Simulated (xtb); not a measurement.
# AlH$_{2}$OF$_{3}$: geometry relaxation (part 2 of 4)

Continued. System: AlH$_{2}$OF$_{3}$. Method: GFN2-xTB (xtb 6.7.1 later snapshot). The geometry comes from this level: PBE0-D4/def2-TZVP.

Geometry of the input (Å):
```
O  -0.8710  0.5861  0.3580
Al 0.4960  -0.5510  -0.4099
F  0.9625  -1.2552  1.0133
F  -0.2904  -1.5013  -1.4969
F  1.4301  0.6751  -1.0124
H  -0.9624  0.4562  1.3100
H  -0.7036  1.5220  0.1920
```

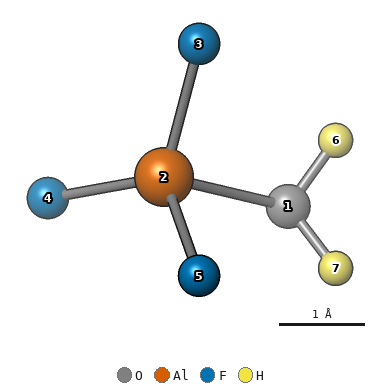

The structure as given in the input (ball-and-stick view, seen at a tilt; atoms are numbered from 1 in the order of the input). Sticks mark near contacts.

### The program's output, continued
```
 iter      E             dE          RMSdq      gap      omega  full diag
   1    -20.7027061 -0.207027E+02  0.461E-01    8.69       0.0  T
   2    -20.7027124 -0.623348E-05  0.290E-01    8.68       1.0  T
   3    -20.7027127 -0.276301E-06  0.446E-02    8.68       1.0  T
   4    -20.7027131 -0.432554E-06  0.561E-03    8.68       6.7  T
   5    -20.7027131 -0.568882E-08  0.229E-03    8.68      16.5  T
   6    -20.7027131 -0.222212E-09  0.351E-04    8.68     107.6  T
   7    -20.7027131 -0.937277E-10  0.508E-05    8.68     744.3  T
     SCC iter.                  ...        0 min,  0.001 sec
     gradient                   ...        0 min,  0.001 sec
 * total energy  :   -20.6278308 Eh     change       -0.1594070E-03 Eh
   gradient norm :     0.0089696 Eh/α   predicted    -0.1108688E-03 ( -30.45%)
   displ. norm   :     0.1276707 α      lambda       -0.2309018E-03
   maximum displ.:     0.1174892 α      in ANC's #2, #6, #10, ...

........................................................................
.............................. CYCLE    5 ..............................
........................................................................

 iter      E             dE          RMSdq      gap      omega  full diag
   1    -20.7038830 -0.207039E+02  0.471E-01    8.76       0.0  T
   2    -20.7038877 -0.465576E-05  0.296E-01    8.75       1.0  T
   3    -20.7038883 -0.550576E-06  0.305E-02    8.75       1.2  T
   4    -20.7038886 -0.348723E-06  0.845E-03    8.75       4.5  T
   5    -20.7038886 -0.130303E-07  0.283E-03    8.75      13.4  T
   6    -20.7038886 -0.259540E-09  0.484E-04    8.75      78.0  T
   7    -20.7038886 -0.629647E-10  0.816E-05    8.75     463.3  T
     SCC iter.                  ...        0 min,  0.001 sec
     gradient                   ...        0 min,  0.001 sec
 * total energy  :   -20.6279956 Eh     change       -0.1647504E-03 Eh
   gradient norm :     0.0062755 Eh/α   predicted    -0.1173338E-03 ( -28.78%)
   displ. norm   :     0.0890755 α      lambda       -0.1395794E-03
   maximum displ.:     0.0751154 α      in ANC's #2, #10, #6, ...

........................................................................
.............................. CYCLE    6 ..............................
........................................................................

 iter      E             dE          RMSdq      gap      omega  full diag
   1    -20.7047017 -0.207047E+02  0.278E-01    8.81       0.0  T
   2    -20.7047042 -0.250421E-05  0.172E-01    8.81       1.0  T
   3    -20.7047047 -0.496183E-06  0.221E-02    8.80       1.7  T
   4    -20.7047048 -0.120144E-06  0.786E-03    8.80       4.8  T
   5    -20.7047048 -0.119388E-07  0.199E-03    8.80      18.9  T
   6    -20.7047048 -0.392252E-09  0.363E-04    8.80     104.1  T
   7    -20.7047048 -0.314522E-10  0.919E-05    8.80     411.2  T
     SCC iter.                  ...        0 min,  0.001 sec
     gradient                   ...        0 min,  0.001 sec
 * total energy  :   -20.6280979 Eh     change       -0.1023465E-03 Eh
   gradient norm :     0.0037279 Eh/α   predicted    -0.7034245E-04 ( -31.27%)
   displ. norm   :     0.1083860 α      lambda       -0.1163591E-03
   maximum displ.:     0.0808981 α      in ANC's #2, #6, #9, ...

........................................................................
.............................. CYCLE    7 ..............................
........................................................................

 iter      E             dE          RMSdq      gap      omega  full diag
   1    -20.7042422 -0.207042E+02  0.256E-01    8.82       0.0  T
   2    -20.7042464 -0.419989E-05  0.152E-01    8.81       1.0  T
   3    -20.7042471 -0.629266E-06  0.393E-02    8.81       1.0  T
   4    -20.7042472 -0.108759E-06  0.745E-03    8.81       5.1  T
   5    -20.7042472 -0.101070E-07  0.301E-03    8.81      12.5  T
   6    -20.7042472 -0.498567E-09  0.672E-04    8.81      56.3  T
   7    -20.7042472 -0.140361E-09  0.127E-04    8.81     298.2  T
     SCC iter.                  ...        0 min,  0.001 sec
     gradient                   ...        0 min,  0.001 sec
 * total energy  :   -20.6281744 Eh     change       -0.7644454E-04 Eh
   gradient norm :     0.0059069 Eh/α   predicted    -0.5886272E-04 ( -23.00%)
   displ. norm   :     0.0754727 α      lambda       -0.1608380E-03
   maximum displ.:     0.0391126 α      in ANC's #6, #9, #12, ...

........................................................................
.............................. CYCLE    8 ..............................
........................................................................

 iter      E             dE          RMSdq      gap      omega  full diag
   1    -20.7055395 -0.207055E+02  0.186E-01    8.86       0.0  T
   2    -20.7055413 -0.187027E-05  0.118E-01    8.86       1.0  T
   3    -20.7055420 -0.626114E-06  0.139E-02    8.85       2.7  T
   4    -20.7055420 -0.441436E-07  0.590E-03    8.85       6.4  T
   5    -20.7055420 -0.225917E-08  0.152E-03    8.85      24.8  T
   6    -20.7055420 -0.454204E-09  0.466E-04    8.85      81.2  T
   7    -20.7055420 -0.847749E-10  0.109E-04    8.85     347.7  T
     SCC iter.                  ...        0 min,  0.001 sec
     gradient                   ...        0 min,  0.001 sec
 * total energy  :   -20.6282549 Eh     change       -0.8054160E-04 Eh
   gradient norm :     0.0041516 Eh/α   predicted    -0.8087735E-04 (   0.42%)
   displ. norm   :     0.0895669 α      lambda       -0.7767386E-04
   maximum displ.:     0.0538362 α      in ANC's #6, #2, #9, ...

........................................................................
.............................. CYCLE    9 ..............................
........................................................................

 iter      E             dE          RMSdq      gap      omega  full diag
   1    -20.7038897 -0.207039E+02  0.175E-01    8.82       0.0  T
   2    -20.7038943 -0.450766E-05  0.997E-02    8.80       1.0  T
   3    -20.7038946 -0.380749E-06  0.384E-02    8.80       1.0  T
   4    -20.7038947 -0.660122E-07  0.473E-03    8.80       8.0  T
   5    -20.7038947 -0.261735E-08  0.255E-03    8.80      14.8  T
   6    -20.7038947 -0.358497E-09  0.521E-04    8.80      72.6  T
   7    -20.7038947 -0.369553E-10  0.967E-05    8.80     390.7  T
     SCC iter.                  ...        0 min,  0.001 sec
     gradient                   ...        0 min,  0.001 sec
 * total energy  :   -20.6282752 Eh     change       -0.2027894E-04 Eh
   gradient norm :     0.0081271 Eh/α   predicted    -0.3914682E-04 (  93.04%)
   displ. norm   :     0.0394627 α      lambda       -0.8190528E-04
   maximum displ.:     0.0343739 α      in ANC's #2, #10, #6, ...

........................................................................
.............................. CYCLE   10 ..............................
........................................................................

 iter      E             dE          RMSdq      gap      omega  full diag
   1    -20.7047969 -0.207048E+02  0.162E-01    8.78       0.0  T
   2    -20.7047985 -0.157653E-05  0.100E-01    8.78       1.0  T
   3    -20.7047987 -0.200014E-06  0.142E-02    8.78       2.7  T
   4    -20.7047987 -0.607658E-07  0.529E-03    8.78       7.2  T
   5    -20.7047987 -0.125251E-07  0.112E-03    8.78      33.7  T
   6    -20.7047987 -0.153562E-09  0.514E-04    8.78      73.5  T
   7    -20.7047987 -0.419753E-10  0.408E-05    8.78     926.9  T
     SCC iter.                  ...        0 min,  0.001 sec
     gradient                   ...        0 min,  0.001 sec
 * total energy  :   -20.6283242 Eh     change       -0.4903950E-04 Eh
   gradient norm :     0.0027618 Eh/α   predicted    -0.4101876E-04 ( -16.36%)
   displ. norm   :     0.0294227 α      lambda       -0.3092000E-04
   maximum displ.:     0.0185016 α      in ANC's #6, #12, #7, ...

........................................................................
.............................. CYCLE   11 ..............................
........................................................................

 iter      E             dE          RMSdq      gap      omega  full diag
   1    -20.7047660 -0.207048E+02  0.131E-01    8.76       0.0  T
   2    -20.7047665 -0.523053E-06  0.831E-02    8.76       1.0  T
   3    -20.7047666 -0.793235E-07  0.792E-03    8.76       4.8  T
   4    -20.7047666 -0.281953E-07  0.311E-03    8.76      12.1  T
   5    -20.7047666 -0.240491E-08  0.736E-04    8.76      51.4  T
   6    -20.7047666 -0.433538E-10  0.145E-04    8.76     260.2  T
     SCC iter.                  ...        0 min,  0.001 sec
     gradient                   ...        0 min,  0.001 sec
 * total energy  :   -20.6283462 Eh     change       -0.2195223E-04 Eh
   gradient norm :     0.0016703 Eh/α   predicted    -0.1547402E-04 ( -29.51%)
   displ. norm   :     0.0638325 α      lambda       -0.2178369E-04
   maximum displ.:     0.0371492 α      in ANC's #2, #6, #12, ...

........................................................................
.............................. CYCLE   12 ..............................
........................................................................

 iter      E             dE          RMSdq      gap      omega  full diag
   1    -20.7044465 -0.207044E+02  0.175E-01    8.74       0.0  T
   2    -20.7044473 -0.753812E-06  0.110E-01    8.74       1.0  T
   3    -20.7044475 -0.206990E-06  0.864E-03    8.74       4.4  T
   4    -20.7044475 -0.253002E-07  0.413E-03    8.74       9.2  T
   5    -20.7044475 -0.169848E-08  0.111E-03    8.74      34.1  T
   6    -20.7044475 -0.750866E-10  0.403E-04    8.74      93.8  T
   7    -20.7044475 -0.104627E-10  0.666E-05    8.74     567.4  T
     SCC iter.                  ...        0 min,  0.001 sec
     gradient                   ...        0 min,  0.001 sec
 * total energy  :   -20.6283621 Eh     change       -0.1594545E-04 Eh
   gradient norm :     0.0026499 Eh/α   predicted    -0.1091058E-04 ( -31.58%)
   displ. norm   :     0.0255689 α      lambda       -0.1312481E-04
   maximum displ.:     0.0185925 α      in ANC's #2, #1, #12, ...

........................................................................
.............................. CYCLE   13 ..............................
........................................................................

 iter      E             dE          RMSdq      gap      omega  full diag
   1    -20.7046489 -0.207046E+02  0.758E-02    8.75       0.0  T
   2    -20.7046490 -0.122558E-06  0.477E-02    8.75       1.0  T
   3    -20.7046491 -0.201945E-07  0.427E-03    8.75       8.9  T
   4    -20.7046491 -0.828670E-09  0.123E-03    8.75      30.8  T
   5    -20.7046491 -0.103363E-09  0.204E-04    8.75     185.6  T
   6    -20.7046491 -0.800426E-11  0.763E-05    8.75     495.1  T
     SCC iter.                  ...        0 min,  0.001 sec
     gradient                   ...        0 min,  0.001 sec
 * total energy  :   -20.6283642 Eh     change       -0.2092856E-05 Eh
   gradient norm :     0.0036684 Eh/α   predicted    -0.6566027E-05 ( 213.74%)
   displ. norm   :     0.0217051 α      lambda       -0.1941726E-04
   maximum displ.:     0.0168815 α      in ANC's #2, #1, #4, ...

........................................................................
.............................. CYCLE   14 ..............................
........................................................................

 iter      E             dE          RMSdq      gap      omega  full diag
   1    -20.7051450 -0.207051E+02  0.105E-01    8.77       0.0  T
   2    -20.7051452 -0.141298E-06  0.668E-02    8.78       1.0  T
   3    -20.7051452 -0.956036E-08  0.361E-03    8.78      10.5  T
   4    -20.7051452 -0.580417E-08  0.864E-04    8.78      43.7  T
   5    -20.7051452 -0.222400E-09  0.492E-04    8.78      76.8  T
     SCC iter.                  ...        0 min,  0.001 sec
     gradient                   ...        0 min,  0.001 sec
 * total energy  :   -20.6283751 Eh     change       -0.1084856E-04 Eh
   gradient norm :     0.0008411 Eh/α   predicted    -0.9711518E-05 ( -10.48%)
   displ. norm   :     0.0432058 α      lambda       -0.7255304E-05
   maximum displ.:     0.0305830 α      in ANC's #2, #12, #6, ...

........................................................................
.............................. CYCLE   15 ..............................
........................................................................

 iter      E             dE          RMSdq      gap      omega  full diag
   1    -20.7049691 -0.207050E+02  0.124E-01    8.78       0.0  T
   2    -20.7049698 -0.746321E-06  0.770E-02    8.78       1.0  T
   3    -20.7049699 -0.634657E-07  0.159E-02    8.78       2.4  T
   4    -20.7049699 -0.218645E-07  0.167E-03    8.78      22.7  T
   5    -20.7049699 -0.627203E-09  0.877E-04    8.78      43.1  T
   6    -20.7049699 -0.856204E-10  0.145E-04    8.78     260.0  T
     SCC iter.                  ...        0 min,  0.001 sec
     gradient                   ...        0 min,  0.001 sec
 * total energy  :   -20.6283796 Eh     change       -0.4551388E-05 Eh
   gradient norm :     0.0021780 Eh/α   predicted    -0.3630114E-05 ( -20.24%)
   displ. norm   :     0.0090432 α      lambda       -0.4344716E-05
   maximum displ.:     0.0054996 α      in ANC's #2, #12, #4, ...

........................................................................
.............................. CYCLE   16 ..............................
........................................................................

 iter      E             dE          RMSdq      gap      omega  full diag
   1    -20.7051657 -0.207052E+02  0.282E-02    8.78       0.0  T
   2    -20.7051658 -0.345444E-07  0.183E-02    8.78       2.1  T
   3    -20.7051658 -0.308520E-08  0.272E-03    8.78      13.9  T
   4    -20.7051658 -0.194388E-08  0.550E-04    8.78      68.8  T
   5    -20.7051658 -0.108017E-09  0.141E-04    8.78     268.0  T
     SCC iter.                  ...        0 min,  0.001 sec
     gradient                   ...        0 min,  0.001 sec
 * total energy  :   -20.6283832 Eh     change       -0.3551125E-05 Eh
   gradient norm :     0.0013149 Eh/α   predicted    -0.2171705E-05 ( -38.84%)
   displ. norm   :     0.0373711 α      lambda       -0.7132973E-05
   maximum displ.:     0.0202775 α      in ANC's #2, #12, #9, ...

........................................................................
.............................. CYCLE   17 ..............................
........................................................................

 iter      E             dE          RMSdq      gap      omega  full diag
   1    -20.7054110 -0.207054E+02  0.835E-02    8.78       0.0  T
   2    -20.7054115 -0.472814E-06  0.537E-02    8.78       1.0  T
   3    -20.7054116 -0.634134E-07  0.119E-02    8.78       3.2  T
   4    -20.7054116 -0.219721E-07  0.217E-03    8.78      17.4  T
   5    -20.7054116 -0.105820E-08  0.441E-04    8.78      85.7  T
   6    -20.7054116 -0.479652E-10  0.933E-05    8.78     405.2  T
     SCC iter.                  ...        0 min,  0.001 sec
     gradient                   ...        0 min,  0.001 sec
 * total energy  :   -20.6283879 Eh     change       -0.4747372E-05 Eh
   gradient norm :     0.0009750 Eh/α   predicted    -0.3568183E-05 ( -24.84%)
   displ. norm   :     0.0107515 α      lambda       -0.1027751E-05
   maximum displ.:     0.0076100 α      in ANC's #2, #12, #9, ...

........................................................................
.............................. CYCLE   18 ..............................
........................................................................
```
